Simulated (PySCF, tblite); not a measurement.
# Si2H3O2 radical, a cluster model of a defect (silica 2-ring): EPR parameters

Wanted: the EPR parameters for `O1[SiH]O[SiH2]1`. It is drawn as: dangling bond.

Programs: tblite 0.8.0 and PySCF 2.14.0. All values are calculated, for the isolated system unless a continuum is named. Atoms count from 0, parts from 1.

### 1 Starting point

7 atoms, charge 0, multiplicity 2; geometry: distance geometry start.

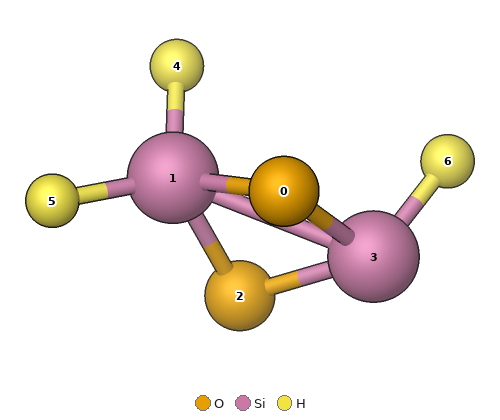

The starting geometry (oxygen amber, silicon pink, hydrogen yellow), atoms numbered.

### 2 Relaxing the cluster with GFN2-xTB

Job settings and geometry (Å):

```
{"job": {"kind": "relax", "xc": "GFN2-xTB", "basis": "xTB"}, "charge": 0, "multiplicity": 2}
O      0.177678    -0.641527     1.003463
Si    -0.856874     0.116602    -0.086953
O      0.067208    -0.586839    -1.339319
Si     1.370916    -0.665961    -0.226825
H     -0.752253     1.603790    -0.172420
H     -2.234253    -0.346804     0.047484
H      2.207243     0.513884    -0.070728
```

Level: GFN2-xTB geometry optimisation, gas phase.

Run with:

```bash
OMP_NUM_THREADS=1 python cluster_run.py task.json out
```

The driver reads the jobs from task.json and runs them one after another.

Standard output:

```text
step      E/eV     max force
  0    -359.04507    1.596
  1    -359.13245    1.119
  2    -359.24420    0.746
  3    -359.27741    0.697
  4    -359.32666    0.541
  5    -359.34459    0.455
  6    -359.35932    0.371
  7    -359.37091    0.387
  8    -359.39753    0.497
  9    -359.43449    0.730
 10    -359.46709    0.643
 11    -359.48380    0.281
 12    -359.48882    0.197
 13    -359.49063    0.188
 14    -359.49911    0.233
 15    -359.50479    0.235
 16    -359.50806    0.162
 17    -359.50933    0.113
 18    -359.51013    0.093
 19    -359.51049    0.060
 20    -359.51070    0.034
 21    -359.51083    0.041
 22    -359.51101    0.058
 23    -359.51126    0.064
 24    -359.51146    0.051
 25    -359.51155    0.025
 26    -359.51158    0.016
 27    -359.51161    0.022
 28    -359.51164    0.024
 29    -359.51168    0.017
 30    -359.51171    0.018
 31    -359.51174    0.017
 32    -359.51176    0.016
 33    -359.51178    0.011
 34    -359.51178    0.004
```

It took 0.32 s on 1 thread of Arm Neoverse V2, shared host.

Step by step: (not every step is listed)

```tsv
step	energy from step 0 (eV)	largest force (eV/Å)
0	0.0000	1.5959
1	-0.0874	1.1196
2	-0.1991	0.7459
3	-0.2323	0.6968
4	-0.2816	0.5412
5	-0.2995	0.4552
6	-0.3143	0.3708
7	-0.3258	0.3871
8	-0.3525	0.4976
10	-0.4220	0.6426
12	-0.4437	0.1976
14	-0.4540	0.2324
16	-0.4630	0.1621
18	-0.4651	0.0933
20	-0.4656	0.0343
22	-0.4659	0.0576
24	-0.4664	0.0509
26	-0.4665	0.0166
28	-0.4666	0.0234
29	-0.4666	0.0172
30	-0.4666	0.0183
31	-0.4667	0.0173
32	-0.4667	0.0155
33	-0.4667	0.0117
34	-0.4667	0.0044
```

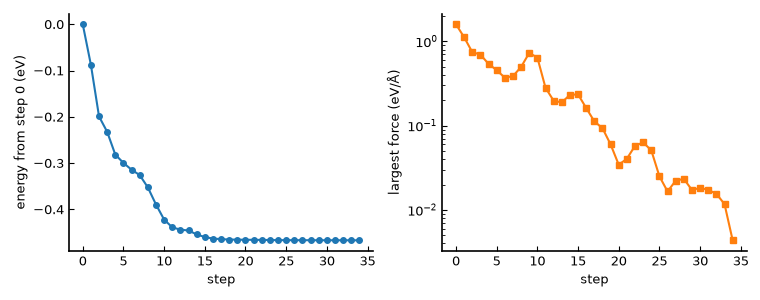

Energy and force, step by step.

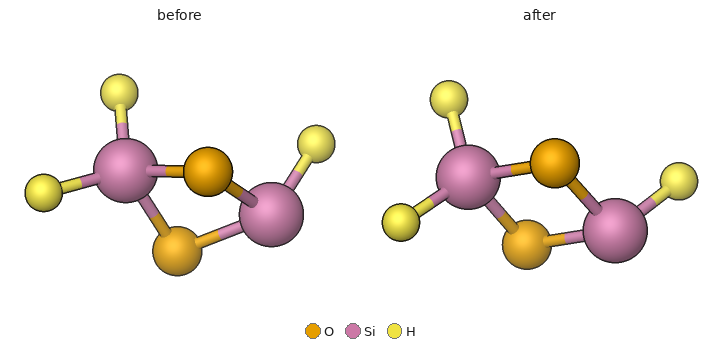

The geometry before (left) and after (right).

Close pairs (by a distance rule), those that changed most:

```tsv
bond	before (Å)	after (Å)	change (Å)
Si1–Si3	2.365	2.425	+0.060
Si1–H4	1.493	1.445	-0.048
Si1–O2	1.708	1.668	-0.040
O2–Si3	1.716	1.686	-0.030
O0–Si3	1.714	1.686	-0.029
Si1–H5	1.459	1.443	-0.016
O0–Si1	1.683	1.668	-0.015
Si3–H6	1.455	1.452	-0.003
```

### 3 Optimising the geometry at PBE0-D3(BJ)/def2-SVP

Job settings and geometry (Å):

```
{"job": {"xc": "PBE0", "basis": "def2-SVP", "d3": "d3bj", "grid": 2, "kind": "geom", "shake": 0.01}, "charge": 0, "multiplicity": 2}
O      0.230668    -0.312872     1.156938
Si    -0.924340     0.207978     0.028329
O      0.113188    -0.292278    -1.171538
Si     1.322439    -0.785585    -0.045056
H     -1.041782     1.645815     0.021487
H     -2.100865    -0.614689     0.068590
H      2.431311     0.117627    -0.081598
```

Standard output:

```text
step   0  E = -730.59918763  max force = 0.037598
step   1  E = -730.60480852  max force = 0.021365
step   2  E = -730.60643110  max force = 0.010555
step   3  E = -730.60706180  max force = 0.004291
step   4  E = -730.60717204  max force = 0.001260
step   5  E = -730.60720528  max force = 0.000661
step   6  E = -730.60721522  max force = 0.000554
step   7  E = -730.60722113  max force = 0.000394
optimisation converged
```

Wall time 34 s (1 thread of Arm Neoverse V2, shared host); peak memory 0.41 GiB.

Relaxation path:

```tsv
step	energy from step 0 (eV)	largest force component (eV/Å)
0	0.0000	1.9334
1	-0.1530	1.0986
2	-0.1971	0.5428
3	-0.2143	0.2207
4	-0.2173	0.0648
5	-0.2182	0.0340
6	-0.2184	0.0285
7	-0.2186	0.0203
```

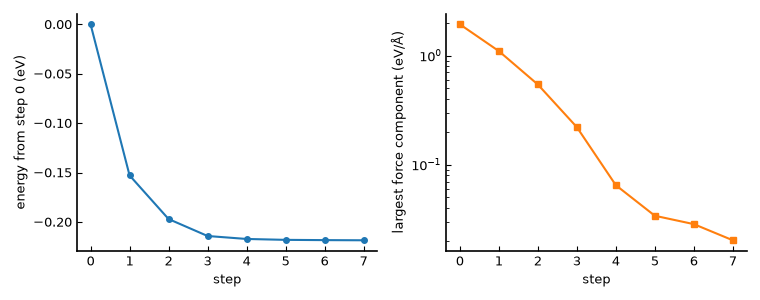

Energy and largest force along the relaxation.

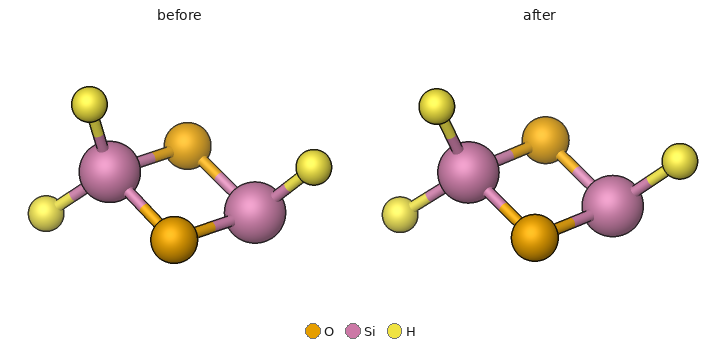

The geometry before (left) and after (right).

Close pairs (by a distance rule), those that changed most:

```tsv
bond	before (Å)	after (Å)	change (Å)
Si3–H6	1.431	1.508	+0.077
Si1–H5	1.436	1.485	+0.049
Si1–H4	1.443	1.486	+0.044
Si1–Si3	2.458	2.417	-0.040
Si1–O2	1.663	1.697	+0.034
O2–Si3	1.725	1.707	-0.018
O0–Si3	1.691	1.706	+0.015
O0–Si1	1.697	1.698	+0.001
```

The final coordinates are the input of the step that follows.

```tsv
at the end point	value
point group (found at 0.08 Å tolerance)	Cs
rotational constants (GHz, main isotopes)	10.013, 5.110, 3.603
dipole moment (D)	0.17
⟨S²⟩	0.752
```

### 4 EPR parameters: B3LYP/IGLO-III+pcH-1

Job settings and geometry (Å):

```
{"job": {"kind": "epr"}, "charge": 0, "multiplicity": 2}
O      0.304643    -0.287996     1.132779
Si    -0.886471     0.193304     0.022804
O      0.139543    -0.240919    -1.257091
Si     1.339645    -0.733689    -0.148435
H     -1.179300     1.649642     0.071393
H     -2.132599    -0.611294     0.096712
H      2.576008     0.126229    -0.220067
```

Level: UKS B3LYP, IGLO-III on O Si, pcH-1 on H, non-relativistic, mean-field spin-orbit, GIAO.

Standard output:

```text
UKS, coarse grid
  cycle   1  E = -731.21358261  |g| = 8.36e-01
  cycle   2  E = -730.48342097  |g| = 1.59e+00
  cycle   3  E = -731.45527946  |g| = 7.66e-02
  cycle   4  E = -731.45765074  |g| = 3.16e-02
  cycle   5  E = -731.45804097  |g| = 3.70e-03
  cycle   6  E = -731.45804588  |g| = 2.44e-03
  cycle   7  E = -731.45804870  |g| = 1.40e-03
  cycle   8  E = -731.45804876  |g| = 2.33e-04
UKS, final grid
  cycle   1  E = -731.45800152  |g| = 3.55e-04
  cycle   2  E = -731.45800140  |g| = 6.85e-04
  cycle   3  E = -731.45800157  |g| = 6.58e-05
  cycle   4  E = -731.45800157  |g| = 2.00e-05
E = -731.45800157 Eh   <S^2> = 0.7522 (exact 0.7500)
g shifts (ppm)      1          2          3
  rmc          -165       -165       -165
  gc             71          9         72
  oz_so       -2415        -30        761
  total       -2510       -187        667
hyperfine (MHz)  atom isotope    a_iso     a_fc   dipolar eigenvalues
    0   17O     -24.94     -24.85    -23.84     11.67     12.17
    1  29Si      -0.22      -0.22     -1.61      0.64      0.97
    2   17O     -24.74     -24.65    -23.78     11.64     12.14
    3  29Si    -802.78    -803.88   -130.95     62.49     68.46
    4    1H      21.51      21.51     -1.14     -0.97      2.11
    5    1H      -2.76      -2.76     -1.33     -1.25      2.58
    6    1H     291.14     291.14     -5.30     -0.83      6.14
```

Run time: 23 s. Hardware: 1 thread of Arm Neoverse V2, shared host; peak memory 0.61 GiB.

Principal g values 1.99981, 2.00213, 2.00299; g(iso) = 2.00164, against 2.00232 for a free electron.

Hyperfine couplings; where a row names several nuclei, a(iso) is their mean (it holds for fast rotation or exchange) and the dipolar term the largest among them:

```tsv
nuclei	isotope	a(iso) (MHz)	a(iso) (G, at g = 2.0023)	largest dipolar term (MHz)
Si3	29Si	-802.8	-286.4	-130.9
H6	1H	291.1	103.9	6.1
O0, O2	17O	-24.8	-8.9	-23.8
H4	1H	21.5	7.7	2.1
H5	1H	-2.8	-1.0	2.6
Si1	29Si	-0.2	-0.1	-1.6
```

Mulliken spin populations:

```tsv
atom	value (e)
O0	0.04
Si1	0.00
O2	0.04
Si3	0.75
H4	0.01
H5	0.00
H6	0.15
```

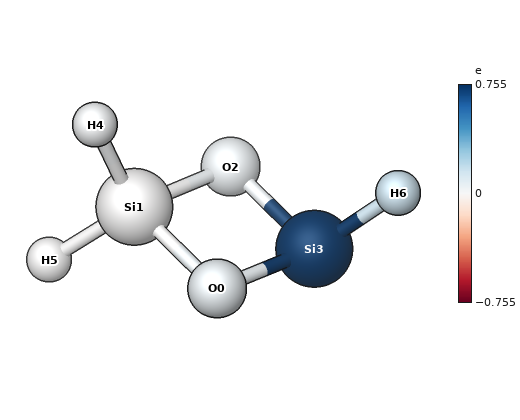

Mulliken spin populations, as colours on the atoms.

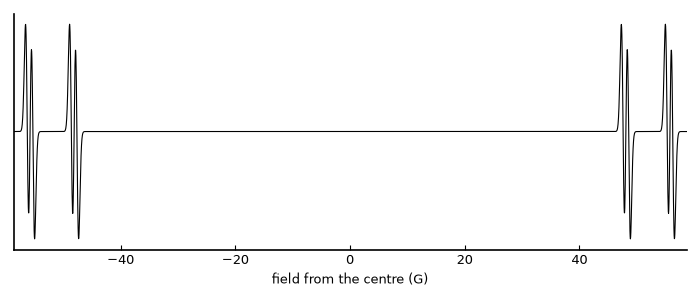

First-order isotropic spectrum (first derivative, main isotopes with spin only, couplings over 0.8 MHz, Gaussian width 0.3 G; couplings of the frozen geometry, rotation of groups not averaged beyond the rows shown).

### 5 EPR parameters: BHandHLYP/IGLO-III+pcH-1

Settings changed since step 4:

```diff
@@ -1,2 +1,2 @@
-{"job": {"kind": "epr"}, "charge": 0, "multiplicity": 2}
+{"job": {"kind": "epr", "xc": "BHandHLYP"}, "charge": 0, "multiplicity": 2}
 O      0.304643    -0.287996     1.132779
```

Level: UKS BHandHLYP, IGLO-III on O Si, pcH-1 on H, non-relativistic, mean-field spin-orbit, GIAO.

Standard output:

```text
UKS, coarse grid
  cycle   1  E = -731.15486751  |g| = 7.10e-01
  cycle   2  E = -731.03093130  |g| = 9.37e-01
  cycle   3  E = -731.34263304  |g| = 3.73e-02
  cycle   4  E = -731.34346959  |g| = 1.40e-02
  cycle   5  E = -731.34357141  |g| = 2.34e-03
  cycle   6  E = -731.34358070  |g| = 8.04e-04
UKS, final grid
  cycle   1  E = -731.34354973  |g| = 7.34e-04
  cycle   2  E = -731.34354976  |g| = 9.85e-04
  cycle   3  E = -731.34355010  |g| = 1.32e-04
  cycle   4  E = -731.34355014  |g| = 6.95e-05
  cycle   5  E = -731.34355014  |g| = 2.36e-05
E = -731.34355014 Eh   <S^2> = 0.7537 (exact 0.7500)
g shifts (ppm)      1          2          3
  rmc          -167       -167       -167
  gc             71          8         71
  oz_so       -2408         32        632
  total       -2504       -128        536
hyperfine (MHz)  atom isotope    a_iso     a_fc   dipolar eigenvalues
    0   17O     -29.13     -29.05    -23.15     11.29     11.86
    1  29Si       2.15       2.16     -1.49      0.61      0.87
    2   17O     -28.92     -28.84    -23.09     11.26     11.83
    3  29Si    -838.10    -839.20   -137.54     64.40     73.14
    4    1H      16.90      16.90     -1.08     -0.98      2.06
    5    1H      -2.94      -2.94     -1.32     -1.27      2.59
    6    1H     292.31     292.31     -5.01     -0.41      5.42
```

It took 25 s on 1 thread of Arm Neoverse V2, shared host; peak memory 0.61 GiB.

In short: g(iso) 2.00162.

### 6 Run by run: EPR parameters

g, ⟨S²⟩ and isotropic hyperfine couplings (MHz), with basis size and wall time:

```tsv
run	g(iso)	⟨S²⟩	29Si Si3	1H H6	17O O0 (mean)	1H H4	1H H5	functions	time
B3LYP/IGLO-III+pcH-1	2.00164	0.752	-802.8	291.1	-24.8	21.5	-2.8	188	23 s
BHandHLYP/IGLO-III+pcH-1	2.00162	0.754	-838.1	292.3	-29.0	16.9	-2.9	188	25 s
```

### 7 Results

| quantity | value |
| --- | --- |
| point group | Cs |
| rotational constants (main isotopes) | 10.01, 5.11, 3.60 GHz |
| g(iso) (B3LYP) | 2.00164 |
| ⟨S²⟩ | 0.752 (exact 0.75) |
| largest a(iso) (averaged by class) | 29Si on Si3, -802.8 MHz |

**Reading.** Over 7 steps the energy fell by 0.219 eV; of the close pairs, Si3–H6 changed most, 1.431 to 1.508 Å (PBE0/def2-SVP). Most of the unpaired spin sits on Si3 (0.75 e). The isotropic g lies 0.7 ppt below the free-electron value. The coupling of 29Si on Si3 runs from -838.1 (BHandHLYP/IGLO-III+pcH-1) to -802.8 MHz (B3LYP/IGLO-III+pcH-1).
